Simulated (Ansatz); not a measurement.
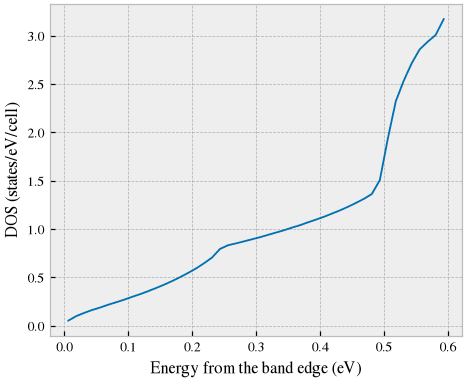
Figure: Density of states of Ta3N5 (Cmcm) above the conduction band minimum, PBEsol, rigid bands (Ansatz, a program for electronic structure); cell volume 202.8 Å³.

Question: What effective density of states at 300 K does this give (∫ g(E) exp(−E/k_BT) dE, both spins, divided by the cell's size)?

Answer: 1.4e19 cm⁻³, a density-of-states mass of 0.68 mₑ, valleys and band degeneracy included.

Spin-orbit coupling is left out; with 5d elements it also splits d-like band edges. Geometry: cell and atoms relaxed with PBEsol.

Formula and space group known from diffraction (Crystallography Open Database), not checked to be the room-temperature form: Ta3N5 (Cmcm).
